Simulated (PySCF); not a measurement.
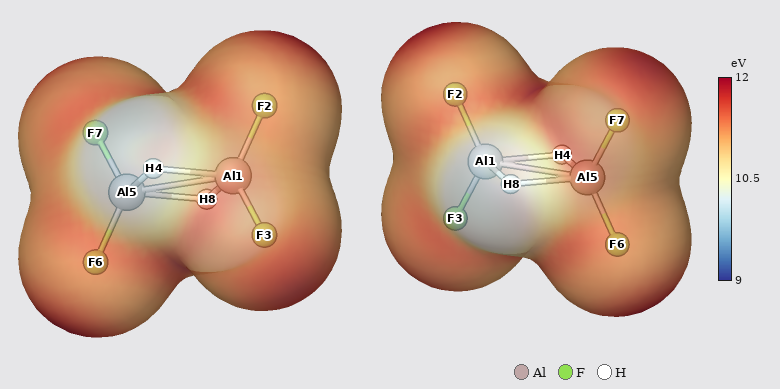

Figure. (F2Al-mu-H)2 (Al₂F₄H₂). Average local ionisation energy on the surface of electron density 0.001 a.u. (back view left, front view right).

Computed with PySCF, BLYP/def2-SVP, geometry: GFN2-xTB. No frequency check shows the geometry to be a minimum.

Input script:

```python
import numpy as np
from pyscf import gto, scf, dft
from pyscf.scf import atom_ks, atom_hf
from scipy.linalg import block_diag

def solve(mol, dm0=None, hcore=None):
    mf = (dft.UKS if mol.spin else dft.RKS)(mol, xc='blyp')
    mf.grids.level = 3
    mf = mf.density_fit(auxbasis='def2-universal-jkfit')
    mf.conv_tol, mf.max_cycle = 1e-8, 80
    if hcore is not None:
        mf.get_hcore = lambda *args: hcore
    mf.kernel(dm0)
    if not mf.converged:
        mf = mf.newton().run(mf.mo_coeff, mf.mo_occ, max_cycle=30)
    assert mf.converged, 'SCF not converged'
    return mf

mol = gto.M(atom='''
Al     1.26900    -0.00123    -0.01018
F      2.02991     1.44362     0.00096
F      2.02990    -1.44193     0.00842
H     -0.00238     0.00097     1.21396
Al    -1.26902    -0.00123     0.01018
F     -2.02992    -1.44193    -0.00841
F     -2.02994     1.44362    -0.00097
H      0.00323     0.00072    -1.21395
''', basis='def2-svp', charge=0, spin=0, verbose=4)
mf = solve(mol)
mf.analyze()
# spherically averaged free atoms, for the promolecule
atm = atom_ks.get_atm_nrks(mol, xc='blyp')
pro = block_diag(*[(atm[a[0]][2] * atm[a[0]][3]) @ atm[a[0]][2].T for a in mol._atom])
np.savez('result.npz', e=mf.e_tot, c=mf.mo_coeff, occ=mf.mo_occ, eps=mf.mo_energy, pro=pro, dip=mf.dip_moment(verbose=0), s2=mf.spin_square()[0])
```

Command:

```sh
OMP_NUM_THREADS=1 python input.py
```

The run took 11 s on 1 thread of Arm Neoverse V2, on a shared host, peak memory 0.41 GiB.

Partitions, critical points and surface values were worked out afterwards from this run's density.

Question: Locate the minima of the map.

Answer: The lowest value is 9.9 eV, 1.5 Å from H8, and at like points elsewhere. Further minima include 11.0 eV, 1.7 Å from F2, and at like points elsewhere; 11.0 eV, 1.7 Å from F7, and at like points elsewhere. For comparison, the highest occupied orbital lies at −8.7 eV.
